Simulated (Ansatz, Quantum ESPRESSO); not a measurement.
# KCaCl3 (Pm-3m): modes at Γ and the response to a field

Wanted: the vibrations of KCaCl3 (Pm-3m) at Γ, by two programs.

Method: DFT LDA, scalar-relativistic, plane waves, GBRV ultrasoft pseudopotentials, in Quantum ESPRESSO 7.5.

### 1. The starting structure

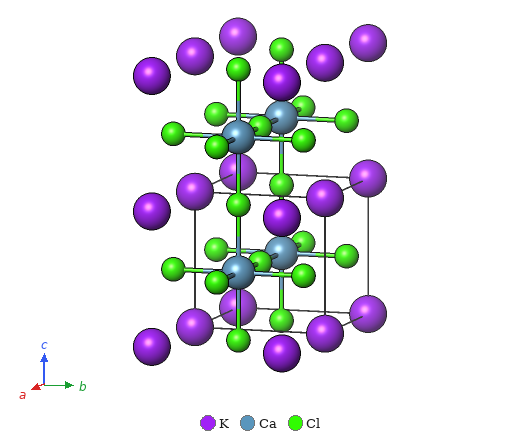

Start, viewed slightly off an axis; potassium purple, calcium blue, chlorine green. 2×1×2 cells are drawn. Some periodic images of atoms are drawn too.

Structure file:

```
CELL_PARAMETERS angstrom
5.39352 0.00000 0.00000
0.00000 5.39352 0.00000
0.00000 0.00000 5.39352
ATOMIC_POSITIONS crystal
K 0.00000 0.00000 0.00000
Ca 0.50000 0.50000 0.50000
Cl 0.00000 0.50000 0.50000
Cl 0.50000 0.00000 0.50000
Cl 0.50000 0.50000 0.00000
```

### 2. A probe with smearing

Before anything dear is run, a loose run with smearing shows whether this is a metal and how far the cell is from rest.

The input, probe.in:

```
 &control
    calculation='scf',
    prefix='x',
    outdir='./tmp',
    pseudo_dir='./pseudo',
    tprnfor=.true.,
    tstress=.true.,
    verbosity='high',
 /
 &system
    ibrav=1,
    celldm(1)=10.19228132,
    nat=5,
    ntyp=3,
    ecutwfc=40.0,
    ecutrho=240.0,
    occupations='smearing',
    smearing='gaussian',
    degauss=0.01,
 /
 &electrons
    conv_thr=1.0d-07,
    mixing_beta=0.7,
    electron_maxstep=100,
 /
ATOMIC_SPECIES
 K      39.0983  K.upf
 Ca     40.0780  Ca.upf
 Cl     35.4500  Cl.upf
ATOMIC_POSITIONS crystal
 K      0.000000000   0.000000000   0.000000000
 Ca     0.500000000   0.500000000   0.500000000
 Cl     0.000000000   0.500000000   0.500000000
 Cl     0.500000000   0.000000000   0.500000000
 Cl     0.500000000   0.500000000   0.000000000
K_POINTS automatic
 4 4 4 0 0 0
```

The run is started by

```
$ OMP_NUM_THREADS=1 mpirun -n 4 pw.x -nk 4 -in probe.in > probe.out
```

The program printed:

```text
[banners, grids, parts of the stress and lines that vanish by symmetry left out]
Program PWSCF v.7.5
     bravais-lattice index     =            1
     lattice parameter (alat)  =      10.1923  a.u.
[...]
kinetic-energy cutoff     =      40.0000  Ry
     charge density cutoff     =     240.0000  Ry
     scf convergence threshold =      1.0E-07
[...]
Exchange-correlation=  SLA  PZ   NOGX NOGC
                           (   1   1   0   0   0   0   0)
[...]
48 Sym. Ops., with inversion, found
[...]
(     0          1          0      )
                  (     0          0          1      )
[...]
(  0.0000000  1.0000000  0.0000000 )
                  (  0.0000000  0.0000000  1.0000000 )
[...]
(     0         -1          0      )
                  (     0          0          1      )
[...]
( -1.0000000  0.0000000  0.0000000 )
                  (  0.0000000  1.0000000  0.0000000 )
[...]
number of k points=    10  Gaussian smearing, width (Ry)=  0.0100
[...]
End of self-consistent calculation
[...]
the Fermi energy is     3.6606 ev
!    total energy              =    -232.53534144 Ry
[...]
convergence has been achieved in   7 iterations
[...]
atom    1 type  1   force =     0.00000000    0.00000000    0.00000000
     atom    2 type  2   force =     0.00000000    0.00000000    0.00000000
     atom    3 type  3   force =     0.00000000    0.00000000    0.00000000
     atom    4 type  3   force =     0.00000000    0.00000000    0.00000000
     atom    5 type  3   force =     0.00000000    0.00000000    0.00000000
[...]
Total force =     0.000000     Total SCF correction =     0.000000
[...]
total   stress  (Ry/bohr**3)                   (kbar)     P=      -29.41
[...]
XML data file, charge density, pseudopotentials, collected wavefunctions

   JOB DONE.
```

It took 11 s on 4 MPI ranks of Arm Neoverse V2, shared host.

Read from the output:

```yaml
volume_per_atom: 31.38 Å³
pressure: -2.941 GPa
gap_on_the_k_mesh: 4.348 eV
```

A gap of 4.3 eV opens on this mesh, so the crystal is taken as an insulator; the start stands at -2.9 GPa.

### 3. Relaxing the cell and atoms

The harmonic expansion starts where the forces on the atoms vanish, and stress shifts the frequencies, so cell and atoms are relaxed with tight thresholds.

The input, relax.in:

```
 &control
    calculation='vc-relax',
    prefix='x',
    outdir='./tmp',
    pseudo_dir='./pseudo',
    tprnfor=.true.,
    tstress=.true.,
    forc_conv_thr=2.0d-05,
    etot_conv_thr=1.0d-07,
    nstep=40,
 /
 &system
    ibrav=1,
    celldm(1)=10.19228132,
    nat=5,
    ntyp=3,
    ecutwfc=40.0,
    ecutrho=240.0,
    occupations='fixed',
    nbnd=22,
 /
 &electrons
    conv_thr=1.0d-11,
    mixing_beta=0.7,
    electron_maxstep=100,
 /
 &ions
 /
 &cell
    press_conv_thr=0.1,
 /
ATOMIC_SPECIES
 K      39.0983  K.upf
 Ca     40.0780  Ca.upf
 Cl     35.4500  Cl.upf
ATOMIC_POSITIONS crystal
 K      0.000000000   0.000000000   0.000000000
 Ca     0.500000000   0.500000000   0.500000000
 Cl     0.000000000   0.500000000   0.500000000
 Cl     0.500000000   0.000000000   0.500000000
 Cl     0.500000000   0.500000000   0.000000000
K_POINTS automatic
 4 4 4 0 0 0
```

The run is started by

```
$ OMP_NUM_THREADS=1 mpirun -n 4 pw.x -nk 4 -in relax.in > relax.out
```

The program printed:

```text
[banners, grids, parts of the stress and lines that vanish by symmetry left out]
[banner, memory and clock lines left out]
Program PWSCF v.7.5

[...]
kinetic-energy cutoff     =      40.0000  Ry
     charge density cutoff     =     240.0000  Ry
     scf convergence threshold =      1.0E-11
[...]
energy convergence thresh.=      1.0E-07
     force convergence thresh. =      2.0E-05
     press convergence thresh. =      1.0E-01
     Exchange-correlation=  SLA  PZ   NOGX NOGC
                           (   1   1   0   0   0   0   0)
[...]
48 Sym. Ops., with inversion, found
[...]
number of k points=    10
[...]
End of self-consistent calculation
[...]
highest occupied, lowest unoccupied level (ev):     0.9243    5.2720
!    total energy              =    -232.53534149 Ry
[...]
convergence has been achieved in  12 iterations
[...]
atom    1 type  1   force =     0.00000000    0.00000000    0.00000000
     atom    2 type  2   force =     0.00000000    0.00000000    0.00000000
     atom    3 type  3   force =     0.00000000    0.00000000    0.00000000
     atom    4 type  3   force =     0.00000000    0.00000000    0.00000000
     atom    5 type  3   force =     0.00000000    0.00000000    0.00000000
     Total force =     0.000000     Total SCF correction =     0.000000
[...]
total   stress  (Ry/bohr**3)                   (kbar)     P=      -29.37
[...]
number of bfgs steps    =   0
[...]
CELL_PARAMETERS (alat= 10.19228132)
[...]
ATOMIC_POSITIONS (crystal)
K                0.0000000000        0.0000000000        0.0000000000
Ca               0.5000000000        0.5000000000        0.5000000000
Cl               0.0000000000        0.5000000000        0.5000000000
Cl               0.5000000000        0.0000000000        0.5000000000
[...]
New effective cutoffs (rho, wfc):  241.83   40.40
[...]
End of self-consistent calculation
[...]
highest occupied, lowest unoccupied level (ev):     1.0339    5.4122
!    total energy              =    -232.53831617 Ry
[...]
convergence has been achieved in   6 iterations
[...]
atom    1 type  1   force =     0.00000000    0.00000000    0.00000000
     atom    2 type  2   force =     0.00000000    0.00000000    0.00000000
     atom    3 type  3   force =     0.00000000    0.00000000    0.00000000
     atom    4 type  3   force =     0.00000000    0.00000000    0.00000000
     atom    5 type  3   force =     0.00000000    0.00000000    0.00000000
     Total force =     0.000000     Total SCF correction =     0.000000
[...]
total   stress  (Ry/bohr**3)                   (kbar)     P=      -26.30
[...]
number of bfgs steps    =   1
[...]
WARNING: bfgs curvature condition failed, Theta= 0.902
[...]
CELL_PARAMETERS (alat= 10.19228132)
[...]
ATOMIC_POSITIONS (crystal)
[...]
New effective cutoffs (rho, wfc):  245.51   41.02
[...]
End of self-consistent calculation
[...]
highest occupied, lowest unoccupied level (ev):     1.2033    5.6280
!    total energy              =    -232.54208729 Ry
[...]
convergence has been achieved in  11 iterations
[...]
atom    1 type  1   force =     0.00000000    0.00000000    0.00000000
     atom    2 type  2   force =     0.00000000    0.00000000    0.00000000
     atom    3 type  3   force =     0.00000000    0.00000000    0.00000000
[...]
number of bfgs steps    =   4
[...]
CELL_PARAMETERS (alat= 10.19228132)
[...]
ATOMIC_POSITIONS (crystal)
[...]
New effective cutoffs (rho, wfc):  258.07   43.11
[...]
highest occupied, lowest unoccupied level (ev):     1.7988    6.3780
!    total energy              =    -232.54773548 Ry
[...]
convergence has been achieved in  10 iterations
[...]
Total force =     0.000000     Total SCF correction =     0.000000
[...]
total   stress  (Ry/bohr**3)                   (kbar)     P=       -0.13
[...]
number of bfgs steps    =   5
[...]
CELL_PARAMETERS (alat= 10.19228132)
[...]
ATOMIC_POSITIONS (crystal)
[...]
New effective cutoffs (rho, wfc):  258.14   43.13
[...]
highest occupied, lowest unoccupied level (ev):     1.8021    6.3821
!    total energy              =    -232.54773565 Ry
[...]
convergence has been achieved in   7 iterations
[...]
Total force =     0.000000     Total SCF correction =     0.000000
[...]
total   stress  (Ry/bohr**3)                   (kbar)     P=       -0.00
[...]
number of bfgs steps    =   6
[...]
small trust_radius: resetting bfgs history
[...]
CELL_PARAMETERS (alat= 10.19228132)
[...]
ATOMIC_POSITIONS (crystal)
[...]
New effective cutoffs (rho, wfc):  258.14   43.13
[...]
End of self-consistent calculation
[...]
highest occupied, lowest unoccupied level (ev):     1.8021    6.3821
!    total energy              =    -232.54773565 Ry
[...]
convergence has been achieved in   3 iterations
[...]
atom    3 type  3   force =     0.00000000    0.00000000    0.00000000
     atom    4 type  3   force =     0.00000000    0.00000000    0.00000000
     atom    5 type  3   force =     0.00000000    0.00000000    0.00000000
     Total force =     0.000000     Total SCF correction =     0.000000
[...]
total   stress  (Ry/bohr**3)                   (kbar)     P=       -0.00
[...]
bfgs converged in   8 scf cycles and   7 bfgs steps
[...]
End of BFGS Geometry Optimization
     Final enthalpy           =    -232.5477356465 Ry
     File ./tmp/x.bfgs deleted, as requested
[...]
CELL_PARAMETERS (alat= 10.19228132)
[...]
ATOMIC_POSITIONS (crystal)
[...]
Cl               0.5000000000        0.0000000000        0.5000000000
Cl               0.5000000000        0.5000000000        0.0000000000
[...]
Final scf calculation at the relaxed structure.
[...]
kinetic-energy cutoff     =      40.0000  Ry
     charge density cutoff     =     240.0000  Ry
     scf convergence threshold =      1.0E-13
[...]
press convergence thresh. =      1.0E-01
     Exchange-correlation=  SLA  PZ   NOGX NOGC
                           (   1   1   0   0   0   0   0)
[...]
48 Sym. Ops., with inversion, found
[...]
number of k points=    10
[...]
c_bands:  1 eigenvalues not converged
[...]
c_bands:  1 eigenvalues not converged
[...]
c_bands:  1 eigenvalues not converged
[...]
End of self-consistent calculation
[...]
highest occupied, lowest unoccupied level (ev):     1.8022    6.3821
!    total energy              =    -232.54620429 Ry
[...]
convergence has been achieved in  11 iterations
[...]
atom    1 type  1   force =     0.00000000    0.00000000    0.00000000
     atom    2 type  2   force =     0.00000000    0.00000000    0.00000000
     atom    3 type  3   force =     0.00000000    0.00000000    0.00000000
     atom    4 type  3   force =     0.00000000    0.00000000    0.00000000
     atom    5 type  3   force =     0.00000000    0.00000000    0.00000000
     Total force =     0.000000     Total SCF correction =     0.000000
[...]
total   stress  (Ry/bohr**3)                   (kbar)     P=       -1.46
[...]
XML data file, charge density, pseudopotentials, collected wavefunctions
```

The job ended after 97 s (4 MPI ranks).

Relaxation path:

| step | energy less that of the first step (eV) | largest force (eV/Å) | pressure (GPa) | volume (Å³) |
| --- | --- | --- | --- | --- |
| 1 | 0.0000 | 0.0000 | -2.94 | 156.90 |
| 2 | -0.0405 | 0.0000 | -2.63 | 154.56 |
| 3 | -0.0918 | 0.0000 | -2.12 | 151.10 |
| 4 | -0.1454 | 0.0000 | -1.24 | 146.00 |
| 5 | -0.1681 | 0.0000 | 0.19 | 139.35 |
| 6 | -0.1686 | 0.0000 | -0.01 | 140.20 |
| 7 | -0.1686 | 0.0000 | 0.00 | 140.14 |
| 8 | -0.1686 | 0.0000 | 0.00 | 140.14 |
| 9 | -0.1478 | 0.0000 | -0.15 | 140.14 |

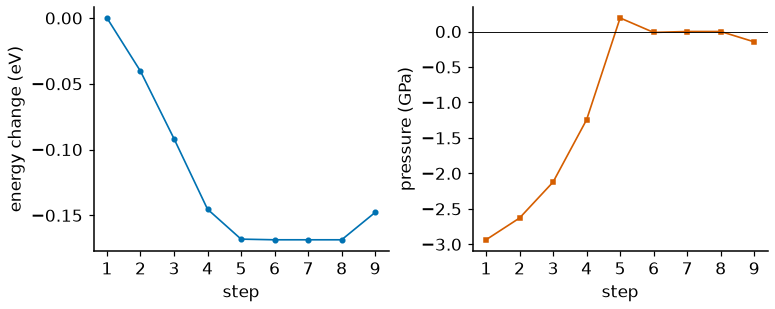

Energy and pressure along the relaxation.

| conventional cell, symmetrised | before | after | change |
| --- | --- | --- | --- |
| a (Å) | 5.394 | 5.194 | -3.7 % |
| b (Å) | 5.394 | 5.194 | -3.7 % |
| c (Å) | 5.394 | 5.194 | -3.7 % |
| volume (Å³/atom) | 31.38 | 28.03 | -10.7 % |

Final coordinates:

```
K Ca Cl
1.0
     5.19428    0.00000    0.00000
     0.00000    5.19428    0.00000
     0.00000    0.00000    5.19428
K Ca Cl
1 1 3
Direct
  0.00000 0.00000 0.00000
  0.50000 0.50000 0.50000
  0.00000 0.50000 0.50000
  0.50000 0.00000 0.50000
  0.50000 0.50000 0.00000
```

The last row of the table of steps is pw.x's closing run on a basis chosen anew for the final cell, so its energy can jump.

This step gave:

* volume per atom: 28.03 Å³
* pressure: -0.146 GPa
* gap on the k-mesh: 4.580 eV

The volume changes by -10.7 % from the cell with which this run began.

### 4. Self-consistent run for the response

Perturbation theory inherits every error of the wavefunctions, so the threshold is set near the limit of the arithmetic. With a gap, occupations are fixed, which also allows the response to an electric field.

The input, scf.in:

```
 &control
    calculation='scf',
    prefix='x',
    outdir='./tmp',
    pseudo_dir='./pseudo',
    tprnfor=.true.,
    tstress=.true.,
 /
 &system
    ibrav=1,
    celldm(1)=9.81576522,
    nat=5,
    ntyp=3,
    ecutwfc=40.0,
    ecutrho=240.0,
    occupations='fixed',
    nbnd=22,
 /
 &electrons
    conv_thr=1.0d-12,
    mixing_beta=0.7,
    electron_maxstep=100,
 /
ATOMIC_SPECIES
 K      39.0983  K.upf
 Ca     40.0780  Ca.upf
 Cl     35.4500  Cl.upf
ATOMIC_POSITIONS crystal
 K      0.000000000   0.000000000   0.000000000
 Ca     0.500000000   0.500000000   0.500000000
 Cl     0.000000000   0.500000000   0.500000000
 Cl     0.500000000   0.000000000   0.500000000
 Cl     0.500000000   0.500000000   0.000000000
K_POINTS automatic
 4 4 4 0 0 0
```

The run is started by

```
$ OMP_NUM_THREADS=1 mpirun -n 4 pw.x -nk 4 -in scf.in > scf.out
```

The program printed:

```text
[banners, grids, parts of the stress and lines that vanish by symmetry left out]
[banner, memory and clock lines left out]
Program PWSCF v.7.5

[...]
kinetic-energy cutoff     =      40.0000  Ry
     charge density cutoff     =     240.0000  Ry
     scf convergence threshold =      1.0E-12
[...]
Exchange-correlation=  SLA  PZ   NOGX NOGC
                           (   1   1   0   0   0   0   0)
[...]
48 Sym. Ops., with inversion, found
[...]
number of k points=    10
[...]
End of self-consistent calculation
[...]
highest occupied, lowest unoccupied level (ev):     1.8022    6.3821
!    total energy              =    -232.54620429 Ry
[...]
convergence has been achieved in  11 iterations
[...]
atom    1 type  1   force =     0.00000000    0.00000000    0.00000000
     atom    2 type  2   force =     0.00000000    0.00000000    0.00000000
     atom    3 type  3   force =     0.00000000    0.00000000    0.00000000
     atom    4 type  3   force =     0.00000000    0.00000000    0.00000000
     atom    5 type  3   force =     0.00000000    0.00000000    0.00000000
     Total force =     0.000000     Total SCF correction =     0.000000
[...]
total   stress  (Ry/bohr**3)                   (kbar)     P=       -1.46
[...]
XML data file, charge density, pseudopotentials, collected wavefunctions
```

Elapsed: 13 s, on 4 MPI ranks.

The cell stands at -0.15 GPa, close enough for phonons.

[end of part 1 of 3]

[Host names and launcher messages were left out of these logs when they were recorded.]

[Logs are printed without paths, hosts, clocks, repeated set-up lines and the standing remarks that a program may print on its own settings, such as how far it seeks lower states.]

[Hosts, paths, dates, database ids (printed as entryN), source tags and the programs' standing remarks are cut or masked in the printed files.]
